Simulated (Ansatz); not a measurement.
BNH4O2 and related structures: several calculations on one system

**1. Relaxation**

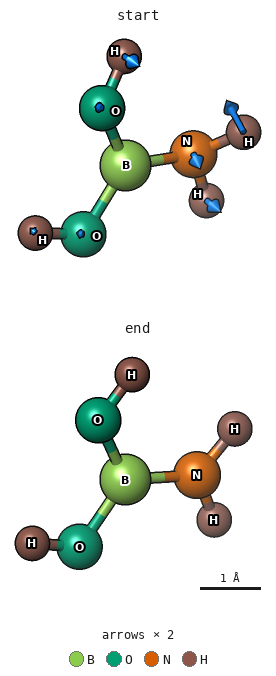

The structure of BNH4O2 before (top) and after (bottom) a relaxation, at one scale. The blue arrows give the displacements, 2 times their true length.

Style: ball-and-stick. Shown at a tilt.

It is one of the separated products of a reaction.

Method: RKS PBE0-D4/def2-TZVP in Ansatz 0.2.0. Settings: force threshold 0.005 eV/Å; at most 200 steps.

Summarise the run.

The atom that moves furthest after the best rigid fit is an H atom (0.42 Å). By element the largest moves are H 0.42 Å, N 0.19 Å, O 0.09 Å, B 0.03 Å. Among the contacts that change: B–N 1.451 → 1.411 Å, B–O 1.363 → 1.379 Å, H–N 1.010 → 1.002 Å, H–O 0.962 → 0.957 Å. Among the angles between lasting bonds that change: B–N–H 116.9° → 124.8°, B–N–H 115.6° → 120.9°, H–N–H 110.4° → 114.3°. After 8 geometry steps the energy has fallen by 2.43 kcal/mol. The largest force component goes from 0.97 to 0.00089 eV/Å. Cost: 14 s on 4 threads of Arm Neoverse V1, on a shared host.

**2. Relaxation**

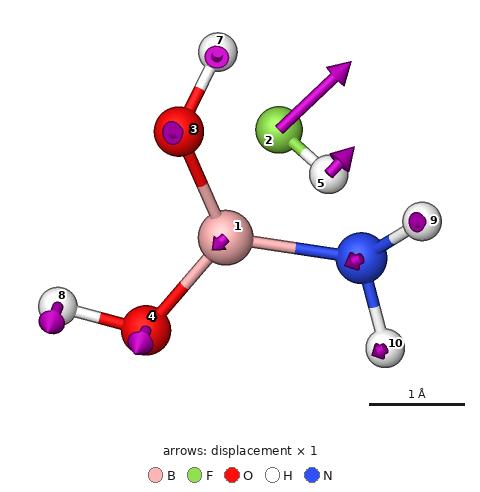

This is a relaxation of BNH5O2F (started from a transition state, displaced along its imaginary mode). The starting structure is drawn; purple arrows show the displacements, at their true length. The two geometries are superimposed by the best rigid fit.

A ball-and-stick model, seen at a tilt.

All numbers below come from RKS PBE0-D4/def2-TZVP in Ansatz.

The input:
```yaml
crystal:
  periodic: [false, false, false]
  atoms:
    - {symbol: B, position_ang: [-0.419380, 0.326304, 0.034824]}
    - {symbol: F, position_ang: [1.028166, -0.934990, -1.188460]}
    - {symbol: O, position_ang: [0.053596, 1.521614, -0.459291]}
    - {symbol: O, position_ang: [-1.644773, -0.134632, -0.322760]}
    - {symbol: H, position_ang: [0.940672, -0.941636, -0.339327]}
    - {symbol: N, position_ang: [0.342687, -0.509318, 0.966982]}
    - {symbol: H, position_ang: [0.981041, 1.548721, -0.699762]}
    - {symbol: H, position_ang: [-2.041392, 0.361460, -1.044912]}
    - {symbol: H, position_ang: [0.961033, -0.027123, 1.605450]}
    - {symbol: H, position_ang: [-0.201550, -1.210401, 1.447256]}
basis:
  gaussian: {orbitals: def2-TZVP}
hamiltonian: {xc: pbe0, dispersion: d4}
relax: {f_tol: 0.005, max_steps: 200}
```

Run as
```bash
ansatz run in.yaml --threads 4 --pin off --events-out ev --progress --plain --max-ram 9574MiB
```

**Atoms of which element are displaced furthest, and by how much?**

Fluorine: up to 1.06 Å, against 0.60 Å for hydrogen.

**What happened in the run?**

The largest move after the best rigid fit is that of F2, 1.06 Å. By element the largest moves are F 1.06 Å, H 0.60 Å, O 0.51 Å, N 0.23 Å, B 0.20 Å. Among the contacts that change: H5–N6 1.500 → 1.708 Å, F2–H5 0.854 → 0.957 Å, B1–N6 1.466 → 1.451 Å, B1–O3 1.377 → 1.363 Å. Among the angles between lasting bonds that change: B1–O3–H7 116.5° → 113.6°. Groups turn about B1–O3 by about 25°. Over 19 accepted moves (21 points after the start) the energy falls by 20.4 kcal/mol. Largest force component: 8.6 eV/Å at the start, 0.0045 eV/Å at the end. The line search rejected the trial steps at points 6, 9 of the run.

**3. Reaction**

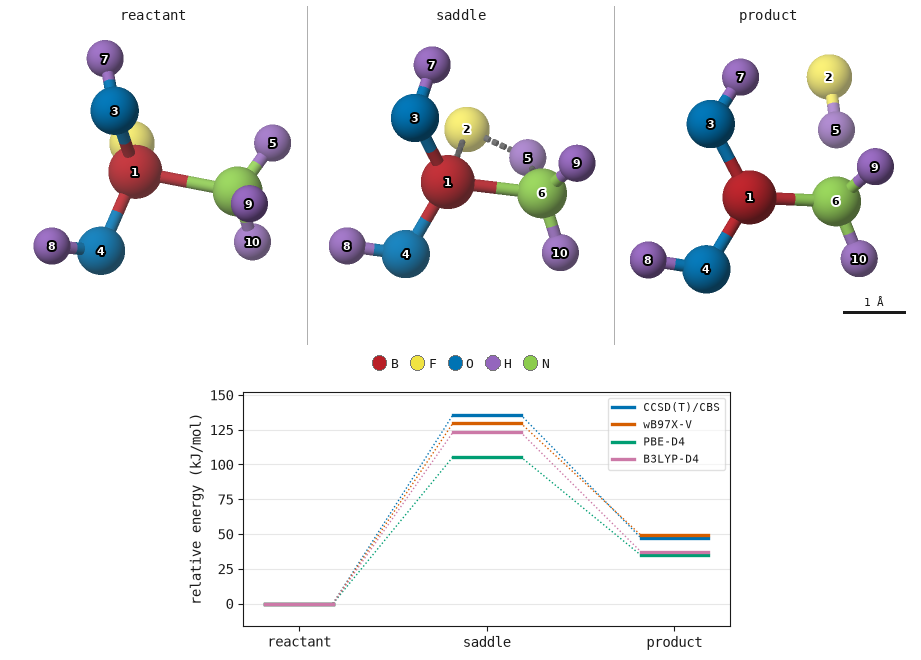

A reaction step of BNH5O2F, with its energy diagram. Style: ball-and-stick. Shown face on. Dashed sticks mark bonds that form or break.

Stationary points at PBE0-D4/def2-TZVP, single-point energies with CCSD(T)/CBS, wB97X-V, PBE-D4, B3LYP-D4 (def2-TZVPP where no basis is named; Ansatz 0.2.0). The energies are electronic, without zero-point or thermal terms, and both ends are the minima reached downhill from the saddle, with any fragments still in contact. CCSD(T)/CBS stands for a frozen-core estimate: MP2 correlation extrapolated from def2-TZVPP and def2-QZVPP, CCSD(T) minus MP2 from the smaller set.

> What happens, and what does it cost?

Counted by bonded pieces, the reactant holds BH₅NO₂F and the product holds BH₄NO₂ + HF. From the reactant over the saddle to the product, a bond forms: F2–H5 (2.57 → 1.22 → 0.96 Å). Bonds break: B1–F2 (1.40 → 1.93 → 3.10 Å), H5–N6 (1.01 → 1.21 → 1.71 Å). The saddle has one imaginary mode, 919i cm⁻¹. With CCSD(T)/CBS the barrier is 135.8 kJ/mol from the reactant and 88.4 kJ/mol from the product, and the product lies 47.4 kJ/mol above the reactant.

| level | barrier from the reactant (kJ/mol) | barrier from the product (kJ/mol) | the product less the reactant (kJ/mol) |
| --- | --- | --- | --- |
| CCSD(T)/CBS | 135.8 | 88.4 | 47.4 |
| wB97X-V | 129.9 | 80.5 | 49.4 |
| PBE-D4 | 105.6 | 70.6 | 35.0 |
| B3LYP-D4 | 123.3 | 85.8 | 37.4 |

Against CCSD(T)/CBS, wB97X-V comes closest on the barrier from the reactant (−6.0 kJ/mol) and PBE-D4 misses most (−30.2 kJ/mol).
